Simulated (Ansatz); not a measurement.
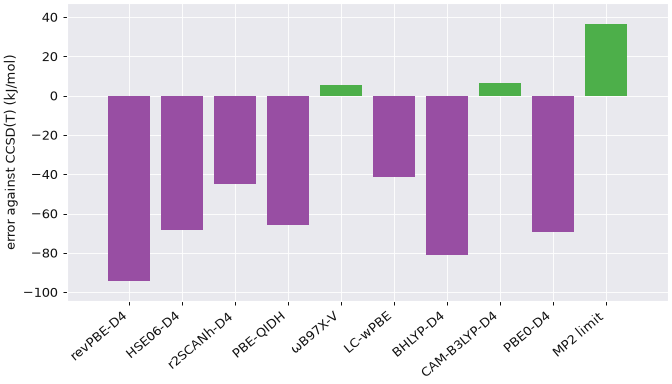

Error in the electronic atomisation energy (method less reference, so positive means overbinding) of AlSiNH₅F, SMILES F[SiH2][NH][AlH2], singlet: functionals in def2-TZVPP against frozen-core CCSD(T) at the limit (MP2 extrapolated from triple and quadruple zeta, plus CCSD(T) less MP2 in a smaller set), which gives 2975.7 kJ/mol, at a PBE0-D4/def2-TZVP geometry (a minimum by its frequencies), no zero-point or spin-orbit term, the Ansatz code 0.2.0. The reference leaves out core correlation, a term that grows with the number of heavy atoms. PBE-QIDH holds a correlation term that converges slowly with the basis, so part of the distance to the limit is basis error. No dispersion term is added to PBE-QIDH and LC-wPBE. Limit means the basis limit.

> Which of these levels overbind, and which underbind?

Overbind: MP2 limit. Underbind: revPBE-D4, HSE06-D4, r2SCANh-D4, PBE-QIDH, LC-wPBE, BHLYP-D4 and PBE0-D4. Within 20 kJ/mol of zero, too close to call in view of what the reference leaves out: ωB97X-V and CAM-B3LYP-D4.

> Give the values.

| level | kJ/mol |
| --- | --- |
| revPBE-D4 | −94.1 |
| HSE06-D4 | −68.3 |
| r2SCANh-D4 | −44.8 |
| PBE-QIDH | −66.0 |
| ωB97X-V | 5.6 |
| LC-wPBE | −41.4 |
| BHLYP-D4 | −81.0 |
| CAM-B3LYP-D4 | 6.7 |
| PBE0-D4 | −69.6 |
| MP2 limit | 36.5 |

Caveats, for all or some of the runs: one conformer of a flexible molecule.
